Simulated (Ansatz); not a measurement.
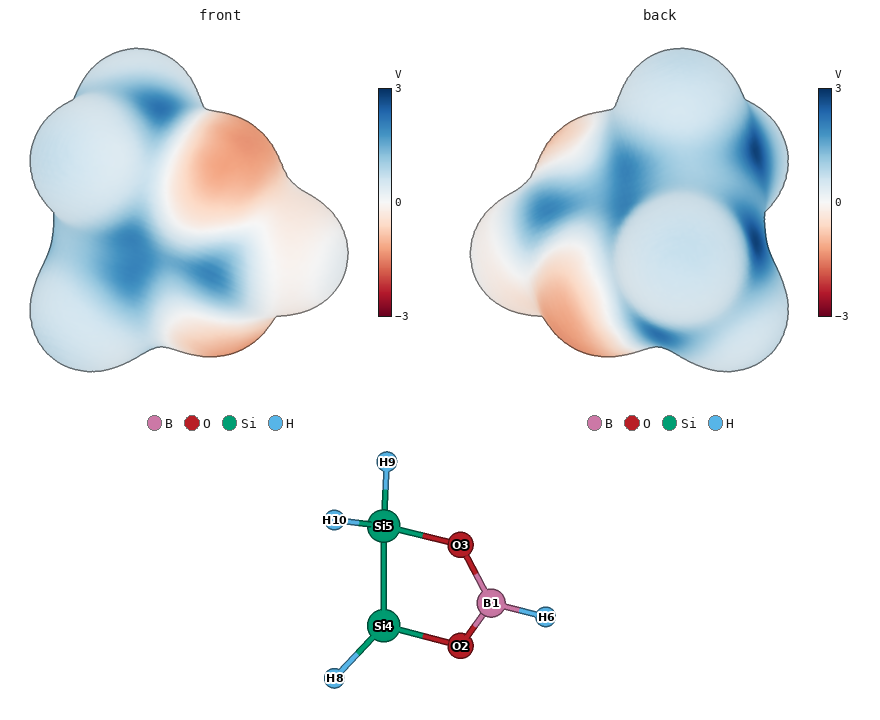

Figure 1: BH₅O₂Si₂ (SMILES B1O[SiH2][SiH2]O1). The molecular electrostatic potential painted on the density surface at 0.004 e/bohr³, seen from the front and from behind; red is negative and blue positive. The bare structure is drawn below in the same view.

Geometry: PBE0-D3(BJ)/def2-SVP.

Method: isolated molecule in a Gaussian basis; Kohn-Sham density functional theory, functional PBE0 in Ansatz.

```tsv
atom	x (Å)	y (Å)	z (Å)
B	-0.3610	1.2468	-1.1756
O	0.5238	0.2522	-0.8533
O	-1.0993	1.8670	-0.2027
Si	0.6967	-0.2068	0.7752
Si	-0.9049	1.3866	1.4171
H	-0.4912	1.5798	-2.3270
H	0.3430	-1.6455	0.9356
H	2.1035	0.0111	1.2157
H	-2.2010	0.8857	1.9553
H	-0.4406	2.5423	2.2353
```

Which sites attract a positive test charge, and which a negative one?

Answer. A positive charge is drawn to the negative regions and a negative charge to the positive ones. The most negative region (about −1.3 V) lies over O2 and O3, the most positive (about +2.6 V) over Si4 and Si5.

What dipole moment does the calculation give?

Answer. Its dipole moment is 2.08 D.
